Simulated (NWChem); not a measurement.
# doublet CH6Ge+ at 3 levels

We compute a comparison of 3 runs (U-wB97X/def2-SVPD, UB2PLYP/def2-SVPD, UCAM-B3LYP/def2-SVPD) of doublet CH6Ge+. 

The results are computed with NWChem 7.3.0.

## Step 1: The structure to begin with

The species is CH6Ge+ (8 atoms), meant as a doublet with charge +1. SMILES of the parent species: `[CH3][GeH3]`. Geometry: relaxed at PBE0-D4/def2-TZVP. That shape belongs to the parent species and isn't relaxed for this state.

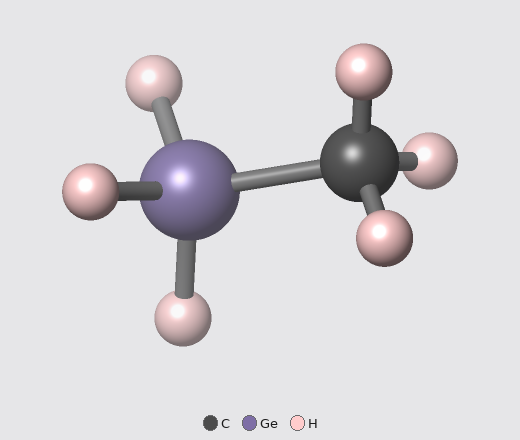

The structure, seen from a chosen angle (carbon dark grey, germanium purple, hydrogen pink).

## Step 2: A single-point energy at U-wB97X/def2-SVPD (run 1)

File run.py:

```python
from ase import Atoms
from ase.calculators.nwchem import NWChem

atoms = Atoms('CGeHHHHHH', positions=[
    [-0.310900, 0.190300, -0.971400],
    [0.296900, -0.181900, 0.846700],
    [-1.380100, 0.404200, -0.976500],
    [0.218800, 1.052200, -1.378400],
    [-0.124600, -0.669400, -1.616000],
    [0.030700, 1.028200, 1.760100],
    [1.807100, -0.479600, 0.857700],
    [-0.445700, -1.401200, 1.422100],
])

calc = NWChem(
    label='run',
    theory='dft',
    memory='2200 mb',
    basis='def2-SVPD',
    basispar='spherical bse',
    charge=1,
    dft={'xc': 'wb97x', 'mult': '2', 'grid': 'fine', 'convergence': 'energy 1e-08', 'iterations': '100', 'mulliken': None, 'print': 'low'},
    task='energy',
)
atoms.calc = calc

e = atoms.get_potential_energy()
print(f"E = {e:.6f} eV")
```

Run with:

```
$ export ASE_NWCHEM_COMMAND="nwchem PREFIX.nwi > PREFIX.nwo"
$ python run.py
```

The log of the run:

```text
E = -57634.197088 eV
```

The calculator wrote run.nwi:

```
title "run"

permanent_dir run

scratch_dir run

start run

geometry units angstrom nocenter noautosym noautoz
  C  -3.1090000000000001e-01 1.9030000000000000e-01 -9.7140000000000004e-01
  Ge 2.9690000000000000e-01 -1.8190000000000001e-01 8.4670000000000001e-01
  H  -1.3801000000000001e+00 4.0420000000000000e-01 -9.7650000000000003e-01
  H  2.1879999999999999e-01 1.0522000000000000e+00 -1.3784000000000001e+00
  H  -1.2460000000000000e-01 -6.6940000000000000e-01 -1.6160000000000001e+00
  H  3.0700000000000002e-02 1.0282000000000000e+00 1.7601000000000000e+00
  H  1.8070999999999999e+00 -4.7960000000000003e-01 8.5770000000000002e-01
  H  -4.4569999999999999e-01 -1.4012000000000000e+00 1.4220999999999999e+00
end

charge 1

memory 2200 mb

basis spherical bse noprint
   * library def2-SVPD
end

dft
  xc wb97x
  mult 2
  grid fine
  convergence energy 1e-08
  iterations 100
  mulliken
  print low
end

task dft energy
```

run.nwo, cut to the lines that bear on the results:

```text
[...]
         Total DFT energy =    -2118.017694357290
      One electron energy =    -3176.197404244760
           Coulomb energy =     1024.564660059956
    Exchange-Corr. energy =      -86.379865823700
 Nuclear repulsion energy =      119.994915651213
[... 29 lines left out ...]
     -------------------------------------------
      Total Density - Lowdin Population Analysis
[...]
      <S2> =      0.7644 (Exact =     0.7500)
[...]
```

It took 6 min on 1 thread of Intel Xeon 6975P-C (Granite Rapids), shared host; peak memory 0.12 GiB.

## Step 3: The energy at UB2PLYP/def2-SVPD (run 2)

File job.nw:

```
start job
memory 2200 mb
charge 1
geometry units au noautosym nocenter noautoz
   C   -0.58751585   0.35961488  -1.83567996
   Ge   0.56105969  -0.34374118   1.60003111
   H   -2.60801102   0.76382730  -1.84531756
   H    0.41347208   1.98836983  -2.60479849
   H   -0.23545988  -1.26498267  -3.05379742
   H    0.05801459   1.94301640   3.32610695
   H    3.41492408  -0.90631265   1.62081810
   H   -0.84225093  -2.64788425   2.68737952
end
basis spherical bse
   * library def2-SVPD
end
dft
   xc hfexch 0.53 becke88 0.47 lyp 0.73 mp2 0.27
   dftmp2 semidirect
   mult 2
   grid fine
   convergence energy 1e-08
   maxiter 100
   mulliken
end
mp2
   freeze core 10
end
task dft energy
```

Run with:

```
$ nwchem job.nw > job.out
```

The log of the run:

```text
[...]
          Wavefunction type:  spin polarized.
          No. of atoms     :     8
          No. of electrons :    43
[...]
          Charge           :     1
          Spin multiplicity:     2
[...]
          AO basis - number of functions:   106
[...]
              XC Information
              --------------
                     Hartree-Fock (Exact) Exchange  0.530
                    Becke 1988 Exchange Functional  0.470
              Lee-Yang-Parr Correlation Functional  0.730
[...]
 d= 0,ls=0.0,diis     1  -2117.0490661062 -2.24D+03  1.22D-02  1.87D+00     3.0
[...]
 d= 0,ls=0.0,diis    28  -2117.4305203646 -5.04D-09  5.84D-07  1.60D-10    71.7
[...]
         Total DFT energy =    -2117.430520364599
      One electron energy =    -3176.559052496572
           Coulomb energy =     1024.980160934466
    Exchange-Corr. energy =      -85.846535782463
 Nuclear repulsion energy =      119.994906979970
[...]
      Total Density - Mulliken Population Analysis
     ---------------------------------------------
    Atom       Charge   Shell Charges
 -----------   ------   -------------------------------------------------------
    1 C    6     5.99   1.99  0.91 -0.08  0.02  2.09  1.05  0.02 -0.00
    2 Ge  32    31.71   2.00  2.00  1.99  1.24  0.34 -0.04  6.00  5.98  1.33  0.71  8.11  1.82  0.20  0.04
    3 H    1     0.95   0.72  0.15  0.03  0.06
    4 H    1     0.96   0.73  0.15  0.03  0.05
    5 H    1     0.95   0.72  0.15  0.03  0.06
    6 H    1     0.77   0.62  0.16  0.01 -0.02
    7 H    1     0.77   0.62  0.16  0.01 -0.02
    8 H    1     0.88   0.70  0.19  0.01 -0.03
[...]
      <S2> =      0.7779 (Exact =     0.7500)
[...]
  Basis functions       =    106
[...]
```

Run time: 78 s. Hardware: 1 thread of Intel Xeon 6975P-C (Granite Rapids), shared host; peak memory 0.32 GiB.

## Step 4: The energy at UCAM-B3LYP/def2-SVPD (run 3)

File run.py:

```python
from ase import Atoms
from ase.calculators.nwchem import NWChem

molecule = Atoms('CGeHHHHHH', positions=[
    [-0.310900, 0.190300, -0.971400],
    [0.296900, -0.181900, 0.846700],
    [-1.380100, 0.404200, -0.976500],
    [0.218800, 1.052200, -1.378400],
    [-0.124600, -0.669400, -1.616000],
    [0.030700, 1.028200, 1.760100],
    [1.807100, -0.479600, 0.857700],
    [-0.445700, -1.401200, 1.422100],
])

calc = NWChem(
    label='ch6ge',
    theory='dft',
    memory='2200 mb',
    basis='def2-SVPD',
    basispar='spherical bse',
    charge=1,
    dft={'xc': 'xcamb88 1.00 lyp 0.81 vwn_5 0.19 hfexch 1.00', 'cam': '0.33 cam_alpha 0.19 cam_beta 0.46', 'mult': '2', 'grid': 'fine', 'convergence': 'energy 1e-08', 'direct': None, 'iterations': '100', 'mulliken': None},
    task='energy',
)
molecule.calc = calc

e = molecule.get_potential_energy()
print(f"E = {e:.6f} eV")
```

Run with:

```
$ export ASE_NWCHEM_COMMAND="nwchem PREFIX.nwi > PREFIX.nwo"
$ python run.py
```

The log of the run:

```text
E = -57635.839175 eV
```

The calculator wrote ch6ge.nwi:

```
title "ch6ge"

permanent_dir ch6ge

scratch_dir ch6ge

start ch6ge

geometry units angstrom nocenter noautosym noautoz
  C  -3.1090000000000001e-01 1.9030000000000000e-01 -9.7140000000000004e-01
  Ge 2.9690000000000000e-01 -1.8190000000000001e-01 8.4670000000000001e-01
  H  -1.3801000000000001e+00 4.0420000000000000e-01 -9.7650000000000003e-01
  H  2.1879999999999999e-01 1.0522000000000000e+00 -1.3784000000000001e+00
  H  -1.2460000000000000e-01 -6.6940000000000000e-01 -1.6160000000000001e+00
  H  3.0700000000000002e-02 1.0282000000000000e+00 1.7601000000000000e+00
  H  1.8070999999999999e+00 -4.7960000000000003e-01 8.5770000000000002e-01
  H  -4.4569999999999999e-01 -1.4012000000000000e+00 1.4220999999999999e+00
end

charge 1

memory 2200 mb

basis spherical bse noprint
   * library def2-SVPD
end

dft
  xc xcamb88 1.00 lyp 0.81 vwn_5 0.19 hfexch 1.00
  cam 0.33 cam_alpha 0.19 cam_beta 0.46
  mult 2
  grid fine
  convergence energy 1e-08
  direct
  iterations 100
  mulliken
end

task dft energy
```

ch6ge.nwo:

```text
Northwest Computational Chemistry Package (NWChem) 7.3.0
             --------------------------------------------------------

           Job information
           ---------------

    nwchem branch   = 7.3.0
    use scalapack   = T
    input           = ch6ge.nwi
    prefix          = ch6ge.
    data base       = ch6ge/ch6ge.db
    status          = startup
    nproc           =        1

           Memory information
           ------------------

    heap     =     72089596 doubles =      550.0 Mbytes
    stack    =     72089601 doubles =      550.0 Mbytes
    global   =    144179200 doubles =     1100.0 Mbytes (distinct from heap & stack)
    total    =    288358397 doubles =     2200.0 Mbytes
    verify   = yes
    hardfail = no

           Directory information
           ---------------------

  0 permanent = ch6ge
  0 scratch   = ch6ge

                                NWChem Input Module
                                -------------------

                                       ch6ge
                                       -----

[... 25 lines left out ...]
            Nuclear Dipole moment (a.u.)
[... 70 lines left out ...]
  convergence criterion.
[... 17 lines left out ...]
          Convergence on density requested:  1.00D-05
[... 28 lines left out ...]
          Spatial weights used:  Erf1
[... 3 lines left out ...]
          Convergence aids based upon iterative change in
[... 98 lines left out ...]
         Total DFT energy =    -2118.078039941022
[... 1 line left out ...]
           Coulomb energy =     1024.464546685108
[... 1 line left out ...]
 Nuclear repulsion energy =      119.994915651213
[... 755 lines left out ...]
                     DFT Final Beta Molecular Orbital Analysis
[... 836 lines left out ...]
   alpha     91     92     93     94     95     96     97     98     99    100
    beta     91     92     93     94     95     96     97     98     99    100
 overlap   0.878  0.894  0.994  0.978  0.994  1.000  0.999  0.999  0.999  1.000

   alpha    101    102    103    104    105    106
    beta    101    102    103    104    105    106
 overlap   0.999  0.999  1.000  1.000  1.000  1.000

     --------------------------
     Expectation value of S2:
     --------------------------
      <S2> =      0.7605 (Exact =     0.7500)

 center of mass
 --------------
 x =   0.37650427 y =  -0.23072548 z =   1.04796988

 moments of inertia (a.u.)
 ------------------
         192.698864045816          10.439497788886         -50.995922508619
          10.439497788886         203.353467471328          31.226880612314
         -50.995922508619          31.226880612314          57.203667950790

     Multipole analysis of the density
     ---------------------------------

     L   x y z        total         alpha         beta         nuclear
     -   - - -        -----         -----         ----         -------
     0   0 0 0      1.000000    -22.000000    -21.000000     44.000000

     1   1 0 0      0.259468     -7.370352     -6.999683     14.629503
[... 8 lines of this table left out ...]
     2   0 0 2    -11.340865    -81.119840    -72.790414    142.569389

 Task  times  cpu:      383.1s     wall:      383.1s
 Total times  cpu:      383.1s     wall:      383.1s
```

It took 6.4 min on 1 thread of Intel Xeon 6975P-C (Granite Rapids), shared host; peak memory 0.12 GiB.

## Step 5: All runs side by side

```csv
run,level,frozen core orbitals,energy (Eh),⟨S²⟩,wall time
1,U-wB97X/def2-SVPD,–,-2118.017694,0.764,6 min
2,UB2PLYP/def2-SVPD,10,-2117.558073,0.778,78 s
3,UCAM-B3LYP/def2-SVPD,–,-2118.078040,0.760,6.4 min
```

## Step 6: Results

```
                                 quantity           value
                      run 3: total energy  -2118.07804 Eh
run 3: HOMO energy (highest over α and β)       -16.49 eV
 run 3: LUMO energy (lowest over α and β)       -12.94 eV
                              run 3: ⟨S²⟩           0.760
```

Totals of different functionals can't be ranked against each other. All runs together took 14 min, the longest 6.4 min.
